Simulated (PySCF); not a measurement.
Vertical excitations of a molecule C4H7FSi from TDDFT-PBE/def2-SVPD (PySCF), as energy in eV (oscillator strength): 5.11 (0.703), 5.53 (0.000), 5.85 (0.004), 6.06 (0.000), 6.07 (0.024), 6.09 (0.002), 6.43 (0.003), 6.49 (0.006), 6.59 (0.015), 6.75 (0.000). Lowest triplet (TDA): 3.04 eV. Geometry optimised at ωB97X-D3(BJ)/def2-SVP. The values are those of a single conformer.

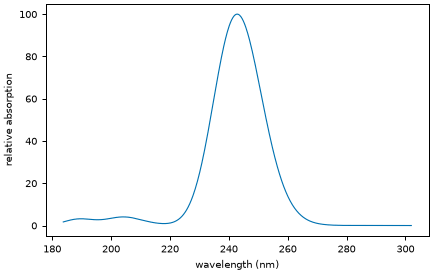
The lines broadened by 0.4 eV.

### Question
Identify the compound among the candidates.
A. C=C/C=C(\F)[SiH3]
B. C[C@H]1C=C[Si@H]1F
C. C#C[Si@H](C)CF
D. C[SiH2]C=C=CF

### Answer
A, C=C/C=C(\F)[SiH3]
